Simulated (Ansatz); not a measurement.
Fields on a plane of Ga (space group Cmce)

```
Ga
1.0
    2.21276    -3.74268     0.00000
    2.21276     3.74268     0.00000
    0.00000     0.00000     4.43541
Ga
4
Direct
  0.15603   0.84397   0.91522
  0.84397   0.15603   0.08478
  0.34397   0.65603   0.41522
  0.65603   0.34397   0.58478
```

The slice is a (110) plane (indices of the conventional cell) through the point (0.656, 0.344, 0.585) (fractional), spanned by u = [100] and v = [001] in vectors of this cell: u (4.35 Å) and v (4.44 Å, at 90° to u). It covers one period; positions are fractions (u, v).

Atoms on it: Ga at (0.00, 0.00). Other atoms lie within 1 Å of the plane.

All values below come from LDA (plane waves to 420 eV, PAW, scalar-relativistic; Ansatz, a quantum-chemistry and plane-wave program). k mesh 12×12×11. These are valence fields of a PAW run, semicore shells included where kept as valence: close to a nucleus they are smooth pseudo fields. Ga was relaxed with its symmetry unable to fall.

```
|@@%*=-:::.........:::--=*%@|
|%%#+=-:::........::::--=+#%|
|**+=--:::......:::::::--=+*|
|+==--:::::..:::::::::::--==|
|-----:::::::::::::::::::---|
|---::::::::::::::....:::::-|
|::::::::::::::::........:::|
|:::::::::::::::............|
|..:::::::::::::............|
|..::::----:::::....      ..|
|..:::------::::...        .|
|..::--------:::...         |
|..::--====--::...          |
|..::--====--::...          |
|..::--====--::...          |
|..::--------::..          .|
|..:::------::...          .|
|..::::---::::..          ..|
|.:::::::::::...        ....|
|::::::::::....        ....:|
|:::::::::....        ...:::|
|---:::::....        ...:::-|
|-----:::....       ...::---|
|+==--:::...       ...::--==|
|**+=--::...      ...::--=+*|
|%%#+=-::...     ....::-=+#%|
|@@%*=-::...........::--=*%@|
|@@%*=--:...........::--=*%@|
```
Scale: ten equal steps from -1.36 (start of ' ') to 1.71 (end of '@'), in the order ' .:-=+*#%@'. Values: log₁₀ of the valence density in e/Å³. The map has 27 points along u (one character each, u = 0 at the left) and 28 along v (v = 0 in the bottom row). The scale is logarithmic, as a density can span decades between atoms and voids.

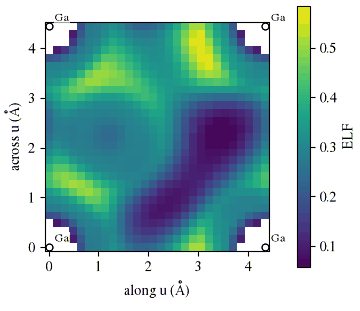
Fig. 1. Electron localisation function (ELF), one period of the plane, atoms marked. Points within 0.5 Å of a nucleus are left white, as the pseudised field means little there.
